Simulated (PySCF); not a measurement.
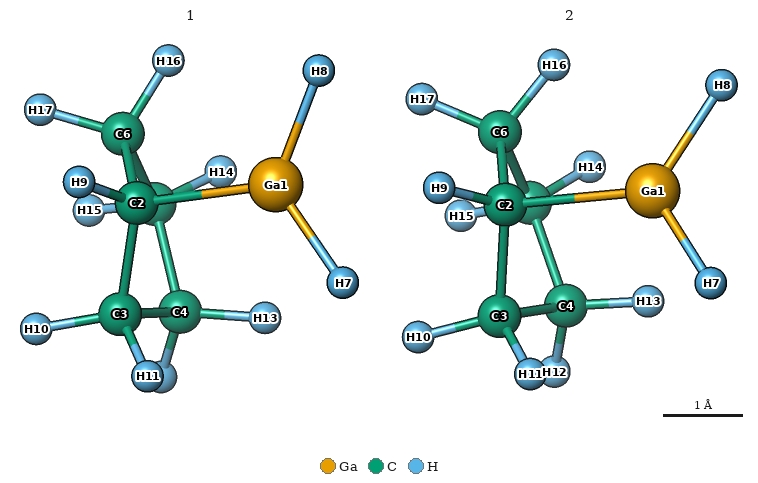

Two geometries of C$_{5}$H$_{11}$Ga, drawn at one scale. One is the start of a relaxation, the other its converged end. The picture is a ball-and-stick view, seen from a free direction.

These are results of PySCF, PBE0-D3(BJ)/def2-SVP geometry optimisation, gas phase, not measurements. 

Which geometry has the lower energy?

Structure 1 is the relaxed one. The start comes from GFN2-xTB. Its atoms were then displaced at random by about 0.01 Å. The largest move after the best rigid fit is that of an H atom, 0.60 Å. Largest moves by element: H 0.60 Å, C 0.13 Å, Ga 0.08 Å. Some distances before and after: C–Ga 2.069 → 1.985 Å, Ga–H 1.626 → 1.579 Å, C–C 1.490 → 1.526 Å, C–H 1.074 → 1.106 Å. Bond angles that change, for instance: Ga–C–H 114.8° → 105.2°, Ga–C–C 106.1° → 112.5°, H–Ga–H 115.4° → 119.8°. Groups turn about C–Ga by about 20°. Over 14 geometry steps the energy falls by 19.3 kJ/mol. Cost: 4 min on 1 thread of Intel(R) Xeon(R) Platinum 8259CL CPU @ 2.50GHz, on a shared host.
